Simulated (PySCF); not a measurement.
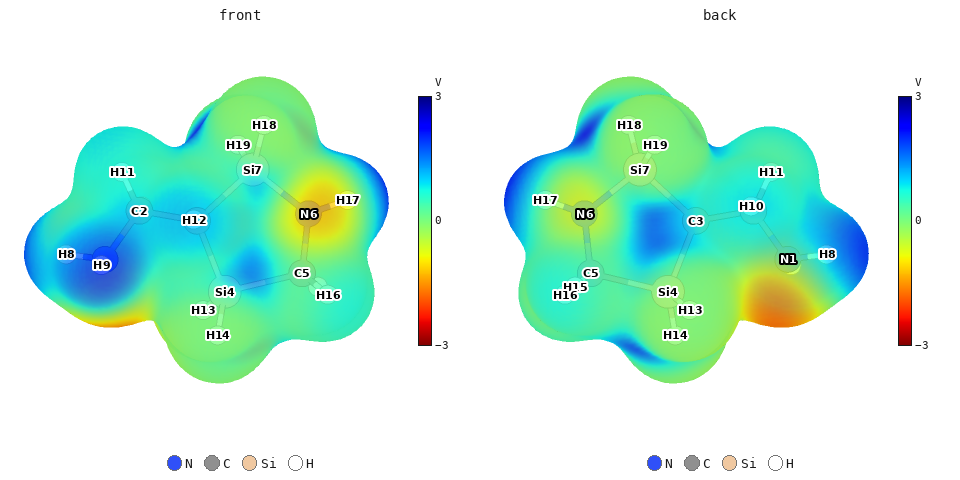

Figure. C$_{3}$H$_{12}$N$_{2}$Si$_{2}$ (SMILES NC[C@H]1[SiH2]CN[SiH2]1). The molecular electrostatic potential painted on the density surface at 0.004 e/bohr³, seen from the front and from behind; red is negative and blue positive.

Geometry: GFN2-xTB.

Level of theory: PySCF, CAM-B3LYP/def2-SVPD, SCF density, gas phase.

| atom | x (Å) | y (Å) | z (Å) |
| --- | --- | --- | --- |
| N | 2.5277 | -0.3392 | -0.8832 |
| C | 1.7823 | -0.5126 | 0.3554 |
| C | 0.5345 | 0.3492 | 0.2991 |
| Si | -0.3942 | 0.1104 | -1.3442 |
| C | -2.1968 | 0.2849 | -0.7044 |
| N | -2.1687 | 0.3712 | 0.7439 |
| Si | -0.7625 | 0.0120 | 1.6479 |
| H | 3.3663 | -0.9108 | -0.8885 |
| H | 2.8125 | 0.6296 | -0.9813 |
| H | 1.5066 | -1.5690 | 0.4158 |
| H | 2.3753 | -0.2723 | 1.2564 |
| H | 0.8504 | 1.3933 | 0.3754 |
| H | -0.2098 | -1.2297 | -1.9041 |
| H | -0.1117 | 1.1354 | -2.3551 |
| H | -2.8047 | -0.5683 | -1.0275 |
| H | -2.6857 | 1.1784 | -1.1076 |
| H | -3.0817 | 0.3899 | 1.1690 |
| H | -0.7115 | 0.9312 | 2.7896 |
| H | -0.6381 | -1.3744 | 2.1360 |

**Describe the electrostatic potential map.**

The most negative region (about −1.8 V) lies over N1, the most positive (about +2.0 V) over Si7, H8, H9 and H17. N1 is the likeliest acceptor of a hydrogen bond.
